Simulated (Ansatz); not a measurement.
## Si14H22: geometry relaxation (part 1 of 2)

System: Si14H22 (Si14H24 off disc), multiplicity 3.
Method: UKS PBE-D4/def2-SVP (Ansatz 0.2.0).

The geometry: PBE-D4/def2-SVP start.

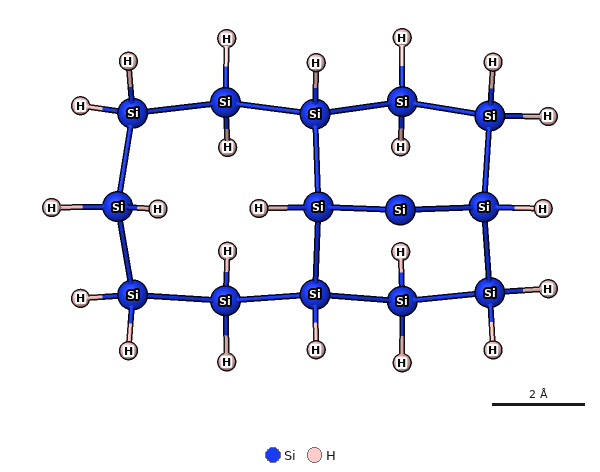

The input geometry (ball-and-stick view, seen on its broad side).

Key numbers

- outcome: converged
- total energy: −110554.9835 eV
- mean-field energy: −110552.9977 eV
- dispersion energy: −1.9858 eV
- ⟨S²⟩: 2.005
- HOMO (either spin): −4.61 eV
- LUMO (either spin): −4.27 eV
- largest force (length of the vector) at the end: 0.026 eV/Å
- dipole moment: 0.20 D
- hardware: 2 CPU threads, shared host
- wall time: 29 s (CPU time 39 s)
- peak memory: 1.1 GiB

Input file
```yaml
crystal:
  periodic: [false, false, false]
  atoms:
    - {symbol: Si, position_ang: [-4.106130, 1.303861, 0.176987]}
    - {symbol: Si, position_ang: [1.432466, -4.150609, 0.077152]}
    - {symbol: Si, position_ang: [-1.285753, -1.492247, 0.187414]}
    - {symbol: Si, position_ang: [1.466758, -1.462427, 3.025275]}
    - {symbol: Si, position_ang: [1.491251, 1.287956, 0.188329]}
    - {symbol: Si, position_ang: [-1.309318, 4.104615, 0.177645]}
    - {symbol: Si, position_ang: [4.151975, -1.428049, 0.076283]}
    - {symbol: Si, position_ang: [-2.826092, -0.230435, -1.069179]}
    - {symbol: Si, position_ang: [-2.917732, 2.913664, 1.419635]}
    - {symbol: Si, position_ang: [-0.114524, -2.957453, -1.226258]}
    - {symbol: Si, position_ang: [2.724227, -2.721028, 1.446839]}
    - {symbol: Si, position_ang: [0.227707, 2.827209, -1.067873]}
    - {symbol: Si, position_ang: [2.956798, 0.118178, -1.226202]}
    - {symbol: Si, position_ang: [0.177313, -0.177116, 1.493401]}
    - {symbol: H, position_ang: [-5.009957, 2.037780, -0.784229]}
    - {symbol: H, position_ang: [-4.984001, 0.520641, 1.121920]}
    - {symbol: H, position_ang: [2.353389, -5.003535, -0.761855]}
    - {symbol: H, position_ang: [0.643309, -5.071986, 0.975244]}
    - {symbol: H, position_ang: [-2.073252, -2.349006, 1.153678]}
    - {symbol: H, position_ang: [2.347447, 2.075849, 1.154754]}
    - {symbol: H, position_ang: [-2.044359, 5.006984, -0.784099]}
    - {symbol: H, position_ang: [-0.528062, 4.984055, 1.122737]}
    - {symbol: H, position_ang: [5.004983, -2.348329, -0.763350]}
    - {symbol: H, position_ang: [5.073393, -0.638313, 0.973816]}
    - {symbol: H, position_ang: [-3.779745, -1.202829, -1.723045]}
    - {symbol: H, position_ang: [-2.083929, 0.484745, -2.166668]}
    - {symbol: H, position_ang: [-3.925808, 3.920252, 1.921838]}
    - {symbol: H, position_ang: [-2.275302, 2.271814, 2.619517]}
    - {symbol: H, position_ang: [-1.094158, -3.913776, -1.860482]}
    - {symbol: H, position_ang: [0.569995, -2.185847, -2.322276]}
    - {symbol: H, position_ang: [3.651627, -3.646922, 2.206305]}
    - {symbol: H, position_ang: [-0.485754, 2.084331, -2.166005]}
    - {symbol: H, position_ang: [1.199031, 3.782517, -1.720910]}
    - {symbol: H, position_ang: [2.184944, -0.566853, -2.321731]}
    - {symbol: H, position_ang: [3.911955, 1.098562, -1.861009]}
    - {symbol: H, position_ang: [-0.724692, 0.723746, 2.306431]}
basis:
  gaussian: {orbitals: def2-SVP}
magnetization: {spin_polarized: true, initial_magnetization: 2}
hamiltonian: {xc: pbe, dispersion: d4}
scf: {lower_state_search: "off"}
output: {orbitals: {seedname: orbitals}}
relax: {f_tol: 0.03, max_steps: 70}
```

Command:
```bash
ansatz run in.yaml --threads 2 --pin off --events-out ev --progress --plain --max-ram 22528MiB --backend cuda --devices 0, --max-vram 18GiB
```

The program's output
```
Functional definition: PBE
  name "PBE"
  cite "Perdew, Burke & Ernzerhof, Phys. Rev. Lett. 77, 3865 (1996) doi:10.1103/PhysRevLett.77.3865"
  parent pbe
  parameter kappa = 0.804
  parameter beta = 0.06672455060314922
  exchange = pbe_x(kappa = kappa, mu = beta*pi^2/3)
  correlation = pbe_c(beta = beta)
these checks for a lower state are left out or cut short: stability, starts, cluster_reference, orbital_swaps, neighbouring_geometries, increment
4020 factors; their error is unknown
mean field evaluation 1: about -110548.8203 eV, gradient 2.1e1 eV
mean field evaluation 2: about -110548.4422 eV, gradient 2.1e1 eV
mean field evaluation 4: about -110553.1244 eV, gradient 3.0e0 eV
mean field evaluation 8: about -110553.1829 eV, gradient 6.3e-1 eV
mean field evaluation 16: about -110552.7524 eV, gradient 9.5e-4 eV
mean field -110552.75242942 eV, -4062.7387164342 hartree, gradient 5.1e-6 eV, S^2 2.004898; 0 other end points of the search recorded, 0 dependent functions left out
the calculation of the forces begins
reference -110552.75250593 eV, -4062.7387192458 hartree; 110, 108 occupied and 252, 254 virtual orbitals, 4020 factors
relax step   1: F+E_penalty+E_count = -110554.73798240 eV  Δ(F+E_penalty+E_count) = +0.000e0 eV  max|allowed force component| = 1.227e0 eV/Å  Δτ_max = 0.0000 Å  (21 SCF iters, accepted)
these checks for a lower state are left out or cut short: stability, starts, cluster_reference, orbital_swaps, neighbouring_geometries, increment
4020 factors; their error is unknown
mean field evaluation 32: about -110552.9178 eV, gradient 3.1e-6 eV
mean field -110552.91784710 eV, -4062.7447954218 hartree, gradient 3.1e-6 eV, S^2 2.005111; 0 other end points of the search recorded, 0 dependent functions left out
the calculation of the forces begins
reference -110552.91792378 eV, -4062.7447982397 hartree; 110, 108 occupied and 252, 254 virtual orbitals, 4020 factors
relax step   2: F+E_penalty+E_count = -110554.91060982 eV  Δ(F+E_penalty+E_count) = -1.726e-1 eV  max|allowed force component| = 2.216e-1 eV/Å  Δτ_max = 0.1947 Å  (20 SCF iters, accepted)
these checks for a lower state are left out or cut short: stability, starts, cluster_reference, orbital_swaps, neighbouring_geometries, increment
4020 factors; their error is unknown
mean field -110552.98345505 eV, -4062.7472064695 hartree, gradient 3.0e-6 eV, S^2 2.005229; 0 other end points of the search recorded, 0 dependent functions left out
the calculation of the forces begins
reference -110552.98353173 eV, -4062.7472092873 hartree; 110, 108 occupied and 252, 254 virtual orbitals, 4020 factors
relax step   3: F+E_penalty+E_count = -110554.96814211 eV  Δ(F+E_penalty+E_count) = -5.753e-2 eV  max|allowed force component| = 6.388e-2 eV/Å  Δτ_max = 0.2000 Å  (20 SCF iters, accepted)
these checks for a lower state are left out or cut short: stability, starts, cluster_reference, orbital_swaps, neighbouring_geometries, increment
4020 factors; their error is unknown
mean field -110552.98826559 eV, -4062.7473832534 hartree, gradient 2.3e-6 eV, S^2 2.005288; 0 other end points of the search recorded, 0 dependent functions left out
the calculation of the forces begins
reference -110552.98834218 eV, -4062.7473860682 hartree; 110, 108 occupied and 252, 254 virtual orbitals, 4020 factors
relax step   4: F+E_penalty+E_count = -110554.97280538 eV  Δ(F+E_penalty+E_count) = -4.663e-3 eV  max|allowed force component| = 8.879e-2 eV/Å  Δτ_max = 0.0830 Å  (20 SCF iters, accepted)
these checks for a lower state are left out or cut short: stability, starts, cluster_reference, orbital_swaps, neighbouring_geometries, increment
4020 factors; their error is unknown
mean field -110552.99473944 eV, -4062.7476211632 hartree, gradient 2.0e-6 eV, S^2 2.005288; 0 other end points of the search recorded, 0 dependent functions left out
the calculation of the forces begins
reference -110552.99481599 eV, -4062.7476239762 hartree; 110, 108 occupied and 252, 254 virtual orbitals, 4020 factors
relax step   5: F+E_penalty+E_count = -110554.97974311 eV  Δ(F+E_penalty+E_count) = -6.938e-3 eV  max|allowed force component| = 1.178e-2 eV/Å  Δτ_max = 0.0523 Å  (20 SCF iters, accepted)
these checks for a lower state are left out or cut short: stability, starts, cluster_reference, orbital_swaps, neighbouring_geometries, increment
4020 factors; their error is unknown
mean field -110552.99693900 eV, -4062.7477019957 hartree, gradient 2.2e-6 eV, S^2 2.005295; 0 other end points of the search recorded, 0 dependent functions left out
the calculation of the forces begins
reference -110552.99701547 eV, -4062.7477048059 hartree; 110, 108 occupied and 252, 254 virtual orbitals, 4020 factors
relax step   6: F+E_penalty+E_count = -110554.98236293 eV  Δ(F+E_penalty+E_count) = -2.620e-3 eV  max|allowed force component| = 2.180e-2 eV/Å  Δτ_max = 0.0614 Å  (19 SCF iters, accepted)
these checks for a lower state are left out or cut short: stability, starts, cluster_reference, orbital_swaps, neighbouring_geometries, increment
4020 factors; their error is unknown
mean field evaluation 64: about -110552.9976 eV, gradient 2.1e-4 eV
mean field -110552.99758047 eV, -4062.7477255691 hartree, gradient 2.3e-6 eV, S^2 2.005296; 0 other end points of the search recorded, 0 dependent functions left out
the calculation of the forces begins
reference -110552.99765683 eV, -4062.7477283753 hartree; 110, 108 occupied and 252, 254 virtual orbitals, 4020 factors
relax step   7: F+E_penalty+E_count = -110554.98340056 eV  Δ(F+E_penalty+E_count) = -1.038e-3 eV  max|allowed force component| = 2.241e-2 eV/Å  Δτ_max = 0.0387 Å  (19 SCF iters, accepted)
```

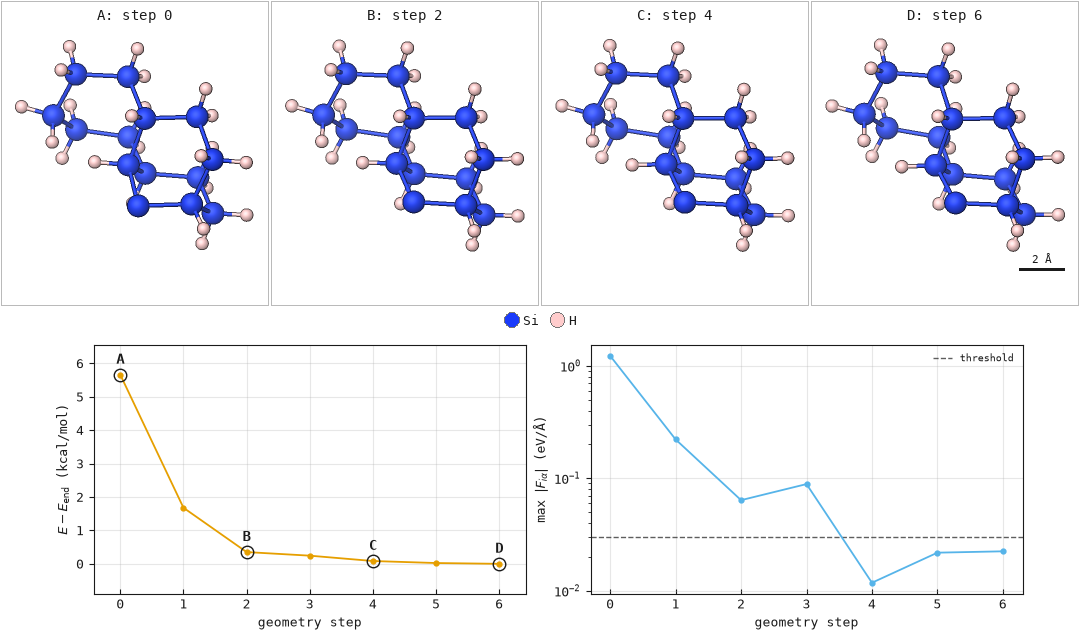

Frames of the relaxation (ball-and-stick view, seen at a tilt) above the curves, on which the letters mark them (the first geometry is step 0 here and step 1 in the log).

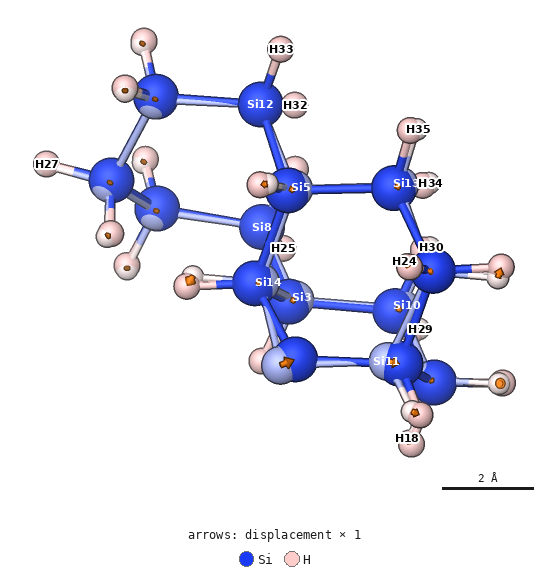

Start (faint) and end (solid) with the displacements as orange arrows, at true length (ball-and-stick view, seen at a tilt). The two geometries are laid on each other by the best rigid fit. After 6 geometry steps the energy has fallen by 5.66 kcal/mol. The largest force component goes from 1.2 to 0.022 eV/Å. Si4 moves most after the best rigid fit: 0.37 Å. By element the largest moves are Si 0.37 Å, H 0.30 Å. Distances before and after: Si4–Si11 2.378 → 2.332 Å, Si2–Si10 2.349 → 2.355 Å. Among the angles that change: Si11–Si4–Si14 98.3° → 116.0°, Si2–Si11–Si4 114.6° → 106.4°, Si4–Si11–Si7 114.5° → 106.4°. (Atoms are counted from 1 in the order of the input.)

```
Total energy: -110554.98347692 eV, -4062.8207059176 hartree
Atom 0 at    -4.137044     1.325966     0.094166 Å, force     0.000564     0.000986    -0.005224 eV/Å
Atom 1 at     1.438434    -4.236728     0.050544 Å, force    -0.002468    -0.016018    -0.007257 eV/Å
Atom 2 at    -1.342727    -1.450890     0.302869 Å, force     0.008847    -0.003157     0.003586 eV/Å
Atom 3 at     1.569732    -1.567729     2.690830 Å, force    -0.017756     0.017848    -0.001833 eV/Å
Atom 4 at     1.449200     1.344651     0.302989 Å, force     0.003198    -0.008916     0.003599 eV/Å
Atom 5 at    -1.331217     4.135652     0.094789 Å, force    -0.001019    -0.000612    -0.005163 eV/Å
Atom 6 at     4.237920    -1.433601     0.049702 Å, force     0.016004     0.002384    -0.007232 eV/Å
Atom 7 at    -2.830034    -0.245179    -1.074989 Å, force    -0.009381    -0.003000     0.008211 eV/Å
Atom 8 at    -2.932661     2.928791     1.330326 Å, force    -0.002461     0.002457     0.013416 eV/Å
Atom 9 at    -0.153492    -2.931260    -1.093252 Å, force    -0.006932     0.010804    -0.003318 eV/Å
Atom 10 at     2.907615    -2.904139     1.326107 Å, force    -0.005191     0.005163    -0.000673 eV/Å
Atom 11 at     0.242023     2.831207    -1.074418 Å, force     0.003088     0.009454     0.008232 eV/Å
Atom 12 at     2.930555     0.157156    -1.093566 Å, force    -0.010779     0.007019    -0.003301 eV/Å
Atom 13 at     0.115677    -0.115535     1.587639 Å, force     0.008668    -0.008693    -0.022411 eV/Å
Atom 14 at    -5.025322     2.052940    -0.886265 Å, force     0.005516    -0.000727    -0.001342 eV/Å
Atom 15 at    -5.027993     0.568555     1.048012 Å, force    -0.002956     0.002640    -0.000218 eV/Å
Atom 16 at     2.192718    -5.100011    -0.934707 Å, force     0.002827     0.001338     0.003287 eV/Å
Atom 17 at     0.704631    -5.144281     1.005721 Å, force     0.002975     0.001024    -0.000415 eV/Å
Atom 18 at    -2.154251    -2.272966     1.276062 Å, force     0.001133     0.002542    -0.000847 eV/Å
Atom 19 at     2.270594     2.156754     1.276278 Å, force    -0.002560    -0.001123    -0.000871 eV/Å
Atom 20 at    -2.059191     5.023204    -0.885551 Å, force     0.000718    -0.005481    -0.001391 eV/Å
Atom 21 at    -0.575245     5.027381     1.049044 Å, force    -0.002609     0.002973    -0.000185 eV/Å
Atom 22 at     5.101427    -2.187116    -0.935941 Å, force    -0.001294    -0.002817     0.003284 eV/Å
Atom 23 at     5.145273    -0.698908     1.004386 Å, force    -0.001027    -0.002927    -0.000410 eV/Å
Atom 24 at    -3.757307    -1.241501    -1.730564 Å, force     0.000829     0.003461     0.000619 eV/Å
Atom 25 at    -2.049473     0.438063    -2.166250 Å, force     0.005621    -0.005275     0.002406 eV/Å
Atom 26 at    -3.929620     3.924265     1.874925 Å, force     0.004873    -0.004856     0.002329 eV/Å
Atom 27 at    -2.266337     2.263146     2.506062 Å, force    -0.003170     0.003140    -0.010634 eV/Å
Atom 28 at    -1.156220    -3.849400    -1.749852 Å, force     0.002031    -0.003583     0.003190 eV/Å
Atom 29 at     0.518722    -2.141464    -2.185538 Å, force    -0.001565     0.003092     0.003340 eV/Å
Atom 30 at     3.791808    -3.786847     2.173187 Å, force     0.005009    -0.005025    -0.000671 eV/Å
Atom 31 at    -0.439758     2.050502    -2.166486 Å, force     0.005253    -0.005645     0.002431 eV/Å
Atom 32 at     1.237481     3.760142    -1.728966 Å, force    -0.003497    -0.000882     0.000605 eV/Å
Atom 33 at     2.141261    -0.515594    -2.185882 Å, force    -0.003087     0.001517     0.003351 eV/Å
Atom 34 at     3.847643     1.160901    -1.750089 Å, force     0.003551    -0.002041     0.003170 eV/Å
Atom 35 at    -0.674822     0.673871     2.598707 Å, force    -0.002953     0.002937     0.008341 eV/Å
Dipole moment:     0.006907    -0.006983    -0.040625 e Å
Checks for a lower state left out: stability, starts, cluster_reference, orbital_swaps, neighbouring_geometries, increment
```
